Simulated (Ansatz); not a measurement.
The calculation's input:

```
crystal:
  periodic: [false, false, false]
  atoms:
    - { symbol: C, position_ang: [-0.6727, 1.0016, -0.8951] }
    - { symbol: S, position_ang: [0.9567, 0.4158, -0.72] }
    - { symbol: Si, position_ang: [1.34954, -0.36453, -2.66891] }
    - { symbol: H, position_ang: [-1.3326, 0.2531, -1.1927] }
    - { symbol: H, position_ang: [-0.7338, 1.7963, -1.7135] }
    - { symbol: H, position_ang: [-1.0686, 1.5259, 0.0196] }
    - { symbol: H, position_ang: [2.77533, -0.94538, -2.67651] }
    - { symbol: H, position_ang: [1.24803, 0.68499, -3.62709] }
    - { symbol: H, position_ang: [0.3769, -1.50336, -2.95575] }
basis:
  gaussian: { orbitals: def2-SVP }
hamiltonian:
  xc: revpbe
  dispersion: d4
relax:
  f_tol: 0.015
  max_steps: 40
output:
  orbitals: {}
```

Run with:

```sh
ansatz run input.yaml --threads 1 --pin off --max-ram 2048MiB --backend cpu --events-out ev --progress --plain --runs-dir out
```

The fields are those of the relaxed geometry.

Computed with RKS revPBE-D4/def2-SVP (Ansatz 0.2.0).

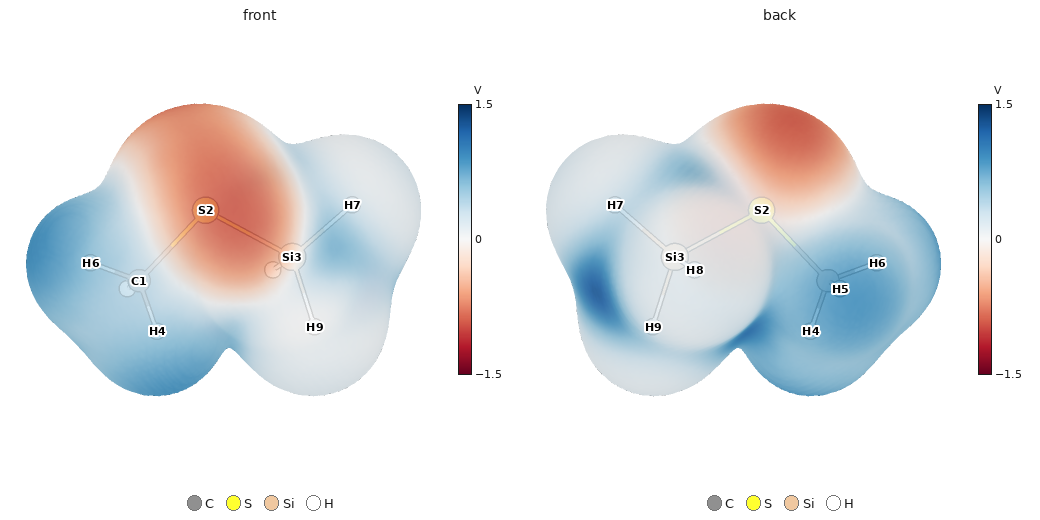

CH6SSi. The electrostatic potential painted on the density surface at 0.002 e/bohr³, seen from the front and from behind; the colour scale runs from red (negative) to blue (positive).

Where is the surface potential most negative and most positive?

Answer. The most negative region (about −0.9 V) lies over S2, the most positive (about +1.2 V) over Si3.
